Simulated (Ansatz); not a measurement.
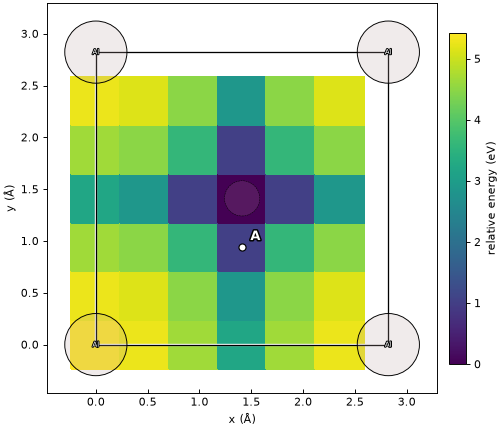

N on an Al(100) slab cut from the Fm-3m phase, its upper half relaxed before the scan (3 atoms of substrate and one adsorbate in a 1 × 1 cell). N is moved over the surface cell; relaxed at each place: the height of the adsorbate's atoms; substrate rigid; the origin of the map has the adsorbate above Al3. Places are given modulo a cell vector. The map is drawn in real space over the plane of the surface. The scan uses a 6 × 6 grid; 10 points were computed and 26 follow by symmetry. Energies are in eV, from the lowest grid point. The relaxed height changes by up to 0.8 Å between neighbouring points. With one adsorbate in each 1 × 1 cell, its nearest image is 2.8 Å away, so neighbouring adsorbates interact. Computed with DFT r2SCAN, scalar-relativistic, plane waves, PAW in Ansatz. Settings: cutoff 500 eV, k-mesh 9×9×1, gaussian smearing 0.1 eV, no spin polarisation.

The picture shows one coloured cell a grid point, labelled circles for the atoms of the top layer and small ones for the second layer, the outline of one cell of the plane, the point A.

### Is A at rest? If not, where is it pushed?

A, at (3/6, 2/6) of the cell vectors, is not a stationary point. The computed force is 4.6 eV/Å in the plane, pointing up in the picture (components 0.0 and 4.6 eV/Å).
